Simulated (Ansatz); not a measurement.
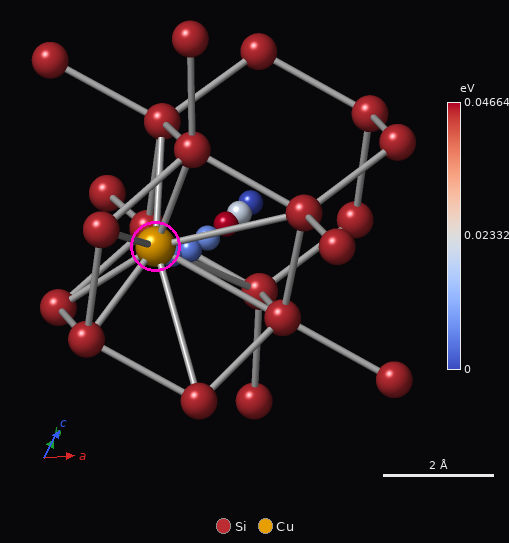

NEB run on Si with an interstitial Cu (17 atoms in the cell, charge +1). Images are numbered from 0 (start) to 6 (end). The start is drawn whole; smaller spheres mark the moving atoms (Cu) in the later images, joined by lines and coloured by the energy of the image relative to the start. The picture is a ball-and-stick view of the atoms within 4.6 Å of the middle of the path, seen from a free direction. The moving atom is ringed, with any periodic copies. Bonds to atoms that aren't drawn are left out.

Method: DFT PBE, scalar-relativistic, plane waves, PAW (Ansatz). Settings: plane-wave cutoff 420 eV; k-point mesh 2 × 2 × 2; Fermi-Dirac smearing 0.02 eV; 5 movable images; climbing image; force threshold 0.05 eV/Å; iteration limit 49; starting path by image-dependent pair potential.

Question: Describe the path and its energy.

Answer: The Cu atom travels furthest, 2.02 Å from end to end, along [3 1 1], on a path that bends up to 0.31 Å away from the straight line. At the highest image its nearest neighbour (Si) is 2.33 Å away, against 2.35 Å at the start, and the surrounding atoms stand up to 0.21 Å off the mean of their end positions. The two ends have the same energy, and the highest point, image 4, lies 0.047 eV above the start. The band converged in 7 iterations. The largest component of the band force went from 0.67 to 0.032 eV/Å. The climbing image converged on the top of the path. A check of its curvatures didn't confirm a first-order saddle.

Limits of the set-up: the periodic images lie only 7.7 Å apart, so the values are limited by the cell's size; the cell is charged, on a uniform background, and energies carry no finite-size correction.

PAW datasets: the set soft_1.
